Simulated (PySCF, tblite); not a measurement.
# C₄H₄ClF₂N: a rotation path, then NMR shifts on frames, part 1 of 2

How do NMR shifts of C₄H₄ClF₂N (`N#C[C@@](F)(CF)CCl`) change as the atoms move?

The runs use tblite 0.8.0 and PySCF 2.14.0, with density-fitted response routines of our own; the level of theory stands in each step. All values are computed, except where a source is named. Atoms are numbered from 0 throughout.

## (1) Starting geometry

12 atoms, charge 0, multiplicity 1; geometry from: GFN2-xTB.

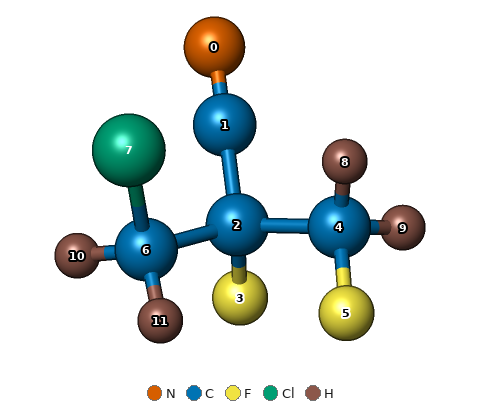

As it starts; nitrogen orange, carbon blue, fluorine yellow, chlorine teal, hydrogen brown, atoms numbered.

## (2) A band between two rotamers with GFN2-xTB

What the job is given:

```
{"job": {"kind": "neb", "xc": "GFN2-xTB", "basis": "xTB", "atoms": [3, 2, 4, 5], "turn": 120}, "charge": 0, "multiplicity": 1}
N     -0.573295     2.660216     0.419680
C     -0.345006     1.603139     0.058093
C     -0.058638     0.252130    -0.417755
F     -0.084752     0.264849    -1.804375
C      1.349564    -0.154702     0.046739
F      1.568512    -1.477669    -0.203026
C     -1.142008    -0.725241     0.052338
Cl    -1.304452    -0.638787     1.821691
H      1.450832     0.001753     1.125264
H      2.104115     0.415497    -0.504771
H     -2.099987    -0.458947    -0.396041
H     -0.863686    -1.742923    -0.223864
```

Method: GFN2-xTB climbing-image nudged elastic band, gas phase.

Started as:

```sh
OMP_NUM_THREADS=1 python probes_run.py task.json out
```

The driver reads the jobs from task.json and runs them one after another.

What it wrote:

```text
image   E - E0 / eV
  0       0.0000
  1       0.0241
  2       0.0892
  3       0.1581
  4       0.1893
  5       0.1687
  6       0.1163
  7       0.0707
  8       0.0540
```

Run time: 9.1 s. Hardware: 1 thread, shared host.

The final band, with the dihedral F3–C2–C4–F5:

| image | dihedral (°) | energy (eV) | energy (kcal/mol) |
| --- | --- | --- | --- |
| 0 | -71 | 0.000 | 0.0 |
| 1 | -55 | 0.024 | 0.6 |
| 2 | -37 | 0.089 | 2.1 |
| 3 | -18 | 0.158 | 3.6 |
| 4 | 2 | 0.189 | 4.4 |
| 5 | 21 | 0.169 | 3.9 |
| 6 | 39 | 0.116 | 2.7 |
| 7 | 57 | 0.071 | 1.6 |
| 8 | 72 | 0.054 | 1.2 |

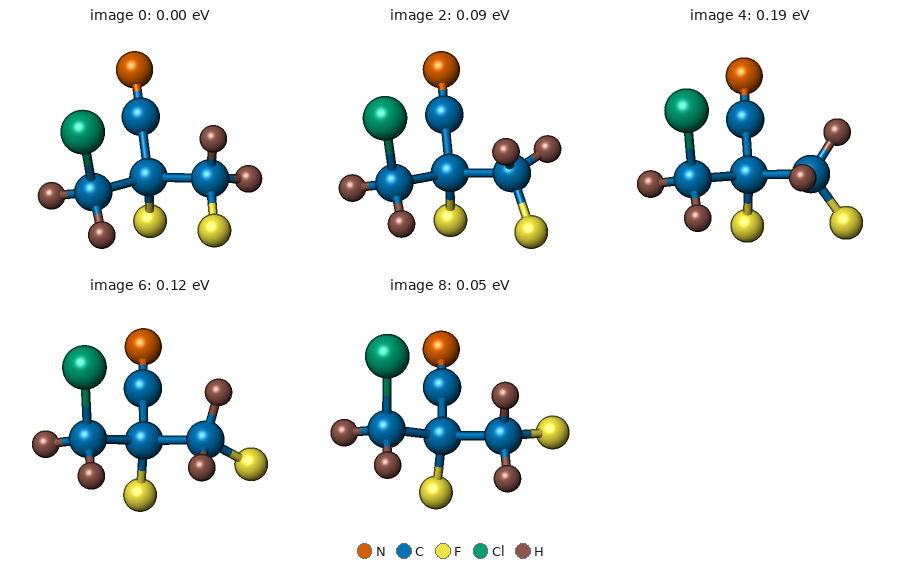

Images along the band.

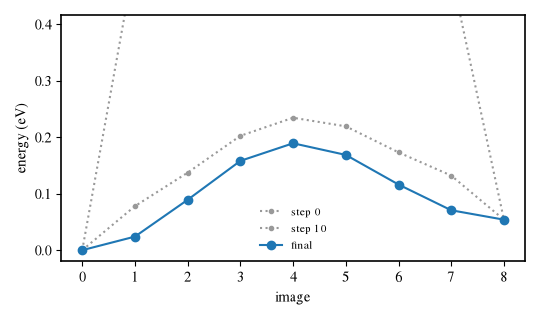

Energy along the band, early and final.

## (3) NMR shieldings: image 0, PBE0/pcSseg-1

What the job is given:

```
{"job": {"kind": "nmr", "xc": "PBE0", "basis": "pcSseg-1", "pop": false}, "charge": 0, "multiplicity": 1}
N     -0.573300     2.660200     0.419700
C     -0.345000     1.603100     0.058100
C     -0.058600     0.252100    -0.417800
F     -0.084800     0.264800    -1.804400
C      1.349600    -0.154700     0.046700
F      1.568500    -1.477700    -0.203000
C     -1.142000    -0.725200     0.052300
Cl    -1.304500    -0.638800     1.821700
H      1.450800     0.001800     1.125300
H      2.104100     0.415500    -0.504800
H     -2.100000    -0.458900    -0.396000
H     -0.863700    -1.742900    -0.223900
```

Method: GIAO PBE0/pcSseg-1 NMR shielding, non-relativistic, gas phase.

What it wrote:

```text
coarse grid: 11688 points
cycle   1  E = -868.6087137574  dE =  1.078e+00  |g| = 7.884e-01  |ddm| = 3.136e+00
cycle   2  E = -868.2753848322  dE =  3.333e-01  |g| = 1.540e+00  |ddm| = 1.758e+00
cycle   3  E = -868.7181604405  dE = -4.428e-01  |g| = 2.138e-01  |ddm| = 1.228e+00
cycle   4  E = -868.7257633584  dE = -7.603e-03  |g| = 8.931e-02  |ddm| = 1.774e-01
cycle   5  E = -868.7272943497  dE = -1.531e-03  |g| = 1.348e-02  |ddm| = 6.492e-02
cycle   6  E = -868.7273277537  dE = -3.340e-05  |g| = 3.972e-03  |ddm| = 1.572e-02
cycle   7  E = -868.7273304532  dE = -2.700e-06  |g| = 1.069e-03  |ddm| = 4.197e-03
final grid: 112272 points
cycle   8  E = -868.7866171869  dE = -4.381e-05  |g| = 7.746e-03  |ddm| = 2.954e-02
cycle   9  E = -868.7866078598  dE =  9.327e-06  |g| = 1.081e-02  |ddm| = 1.334e-02
cycle  10  E = -868.7866285773  dE = -2.072e-05  |g| = 1.402e-03  |ddm| = 7.580e-03
cycle  11  E = -868.7866288001  dE = -2.228e-07  |g| = 7.153e-04  |ddm| = 1.398e-03
cycle  12  E = -868.7866288996  dE = -9.950e-08  |g| = 1.874e-04  |ddm| = 5.222e-04
cycle  13  E = -868.7866289065  dE = -6.908e-09  |g| = 3.896e-05  |ddm| = 1.385e-04
cycle  14  E = -868.7866289069  dE = -3.154e-10  |g| = 9.383e-06  |ddm| = 4.409e-05
converged SCF energy = -868.7866289069

GIAO shielding tensors (ppm)
atom      isotropic    diamagn.    paramagn.     s11        s22        s33       span
  0 N      -55.165     338.108    -393.272   -220.563   -214.238    269.308    489.871
  1 C       68.145     261.864    -193.719    -46.749    -44.501    295.686    342.435
  2 C       94.531     240.634    -146.103     63.755     84.602    135.237     71.483
  3 F      352.525     471.863    -119.338    324.087    334.868    398.621     74.533
  4 C      100.865     241.240    -140.374     75.409     82.795    144.391     68.982
  5 F      433.472     470.878     -37.406    404.899    418.035    477.483     72.583
  6 C      139.014     246.043    -107.029    111.013    135.523    170.505     59.492
  7 Cl     868.292    1146.101    -277.809    722.326    809.580   1072.971    350.644
  8 H       26.551      27.662      -1.111     23.910     27.137     28.606      4.696
  9 H       26.538      27.105      -0.568     22.201     26.916     30.496      8.295
 10 H       27.840      27.901      -0.060     22.463     26.937     34.121     11.658
 11 H       27.431      28.235      -0.804     23.388     26.234     32.670      9.281
```

It took 53 s on 1 thread, shared host.

The references, computed at this level on geometries of the same kind, shield at (ppm): ¹H TMS 31.72, ¹³C TMS 186.9, ¹⁹F CFCl3 170.9, ¹⁵N NH3 267.7, ³⁵Cl HCl 950. Their shielding less the atom's gives the shift. The references are single molecules in the gas phase, so shifts against H2O, NH3, PH3, H3PO4 or CFCl3 are not on the usual liquid scales and can be off by tens of ppm. Each atom is listed at this fixed geometry, with no averaging over motion; a spectrum would average atoms that exchange fast.

```csv
atoms,environment,σ (ppm),δ (ppm)
C1,nitrile carbon,68.1,118.8
C2,"fully substituted sp3 carbon bonded to F, α to a nitrile",94.5,92.4
C4,sp3 CH2 bonded to F,100.9,86.1
C6,sp3 CH2 bonded to Cl,139.0,47.9
H9,hydrogen on an sp3 CH2 bonded to F,26.54,5.18
H8,hydrogen on an sp3 CH2 bonded to F,26.55,5.17
H11,hydrogen on an sp3 CH2 bonded to Cl,27.43,4.29
H10,hydrogen on an sp3 CH2 bonded to Cl,27.84,3.88
N0,nitrile nitrogen,-55.2,322.9
F3,fluorine on an sp3 carbon,352.5,-181.6
F5,fluorine on an sp3 carbon,433.5,-262.5
Cl7,chlorine bonded to C,868,81
```

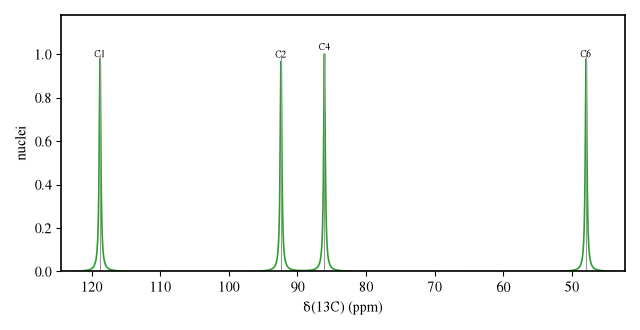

¹³C lines at the computed shifts, without couplings. Lines are broadened to a width of 0.28 ppm (Lorentzian).

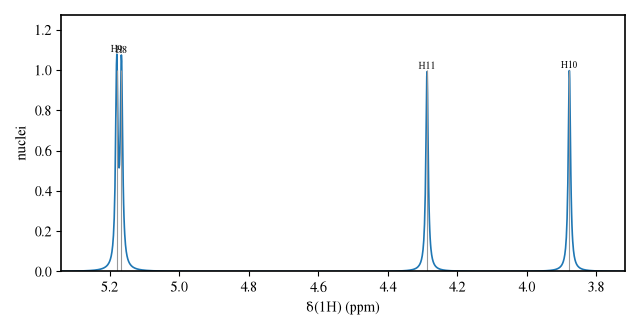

¹H lines at the computed shifts, without couplings. Lines are broadened to a width of 0.01 ppm (Lorentzian).

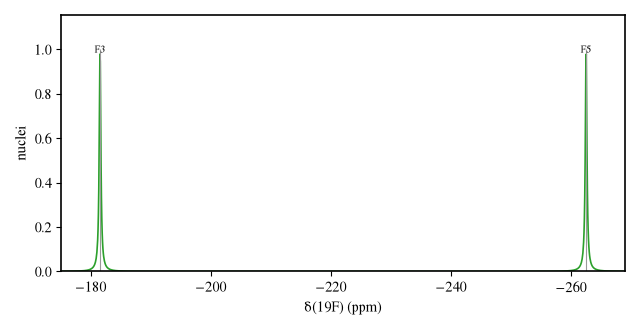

¹⁹F lines at the computed shifts, without couplings. Lines are broadened to a width of 0.32 ppm (Lorentzian).

## (4) NMR shieldings: image 2, PBE0/pcSseg-1

What the job is given:

```
{"job": {"kind": "nmr", "xc": "PBE0", "basis": "pcSseg-1", "pop": false}, "charge": 0, "multiplicity": 1}
N     -0.486100     2.699900     0.205900
C     -0.320800     1.603200    -0.058200
C     -0.071300     0.211500    -0.424100
F     -0.110000     0.117900    -1.803500
C      1.343500    -0.179800     0.057800
F      1.836600    -1.187700    -0.712900
C     -1.166200    -0.707600     0.132300
Cl    -1.318500    -0.463900     1.890500
H      1.297200    -0.542100     1.089500
H      2.032400     0.667400    -0.021900
H     -2.125600    -0.468600    -0.328600
H     -0.910000    -1.750900    -0.053200
```

With the program's defaults for keys left out, this is: GIAO PBE0/pcSseg-1 NMR shielding, non-relativistic, gas phase.

What it wrote:

```text
coarse grid: 11688 points
cycle   1  E = -868.6037222286  dE =  1.081e+00  |g| = 7.873e-01  |ddm| = 3.136e+00
cycle   2  E = -868.2724741903  dE =  3.312e-01  |g| = 1.536e+00  |ddm| = 1.725e+00
cycle   3  E = -868.7132356225  dE = -4.408e-01  |g| = 2.121e-01  |ddm| = 1.209e+00
cycle   4  E = -868.7206654995  dE = -7.430e-03  |g| = 9.052e-02  |ddm| = 1.766e-01
cycle   5  E = -868.7222382540  dE = -1.573e-03  |g| = 1.395e-02  |ddm| = 6.560e-02
cycle   6  E = -868.7222737728  dE = -3.552e-05  |g| = 4.088e-03  |ddm| = 1.600e-02
cycle   7  E = -868.7222766221  dE = -2.849e-06  |g| = 1.070e-03  |ddm| = 4.144e-03
final grid: 112272 points
cycle   8  E = -868.7817192602  dE = -4.194e-05  |g| = 7.559e-03  |ddm| = 2.664e-02
cycle   9  E = -868.7817102657  dE =  8.995e-06  |g| = 1.060e-02  |ddm| = 1.289e-02
cycle  10  E = -868.7817299392  dE = -1.967e-05  |g| = 1.241e-03  |ddm| = 7.376e-03
cycle  11  E = -868.7817301184  dE = -1.792e-07  |g| = 5.835e-04  |ddm| = 1.229e-03
cycle  12  E = -868.7817301810  dE = -6.261e-08  |g| = 1.939e-04  |ddm| = 4.511e-04
cycle  13  E = -868.7817301886  dE = -7.613e-09  |g| = 3.807e-05  |ddm| = 1.422e-04
cycle  14  E = -868.7817301889  dE = -3.026e-10  |g| = 9.543e-06  |ddm| = 4.114e-05
converged SCF energy = -868.7817301889

GIAO shielding tensors (ppm)
atom      isotropic    diamagn.    paramagn.     s11        s22        s33       span
  0 N      -54.647     338.169    -392.816   -227.265   -202.752    266.075    493.340
  1 C       66.889     261.920    -195.031    -50.788    -44.484    295.938    346.726
  2 C       98.533     239.951    -141.418     68.425     85.103    142.070     73.644
  3 F      359.500     471.041    -111.541    327.543    354.907    396.049     68.506
  4 C      103.372     241.371    -137.999     75.969     84.623    149.524     73.555
  5 F      433.813     468.840     -35.028    396.828    422.012    482.598     85.771
  6 C      136.715     246.185    -109.470    108.815    136.150    165.180     56.366
  7 Cl     866.965    1146.065    -279.100    722.455    804.821   1073.619    351.164
  8 H       26.538      27.820      -1.282     22.300     27.219     30.094      7.794
  9 H       26.684      27.385      -0.701     22.030     27.619     30.403      8.373
 10 H       27.746      27.759      -0.013     22.372     27.075     33.791     11.419
 11 H       27.725      28.246      -0.521     22.853     27.123     33.199     10.345
```

Wall time 57 s (1 thread, shared host).

This run: δ C1 120.0, C2 88.4, C4 83.6, C6 50.2, H8 5.18, H9 5.03 ppm.

(Continued in part 2 of 2.)
